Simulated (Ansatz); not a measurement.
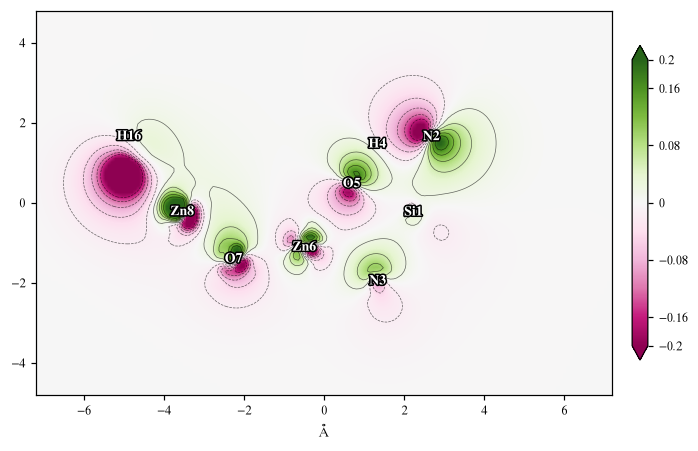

H₈N₂O₃SiZn₂. The HOMO−1 on the plane of atoms Si1, O5 and H4 (values in Å⁻³ᐟ²; the overall sign is arbitrary).

A transition-state structure; geometry: PBE0-D4/def2-TZVP.

Level of theory: RKS PBE0-D4/def2-TZVPP in Ansatz.

```xyz
16

Si   -1.4490    0.6965   -0.8082
N    -1.0644    0.0278   -2.5768
N    -1.3794    1.1235    1.0963
H    -0.0895   -0.3483   -1.7079
O     0.0164   -0.1307   -0.5662
Zn    0.3419    0.1449    1.3619
O     1.6034   -0.3155    2.5432
Zn    2.9830   -1.3597    2.2841
O     4.3769   -2.4542    2.2083
H    -2.7565   -0.0075   -0.6788
H    -1.4608    2.1330   -1.2063
H    -1.6676   -0.6854   -2.9634
H    -0.8342    0.6922   -3.3033
H    -2.1627    0.7603    1.6276
H    -1.3400    2.1171    1.2936
H     4.8825   -2.3940    1.3959
```

Describe this orbital and give its energy.

Answer. It lies mainly on O7 (about 60 %), O9 (about 15 %), Zn8 (about 10 %) and Zn6 (about 10 %). Its energy is −7.44 eV.
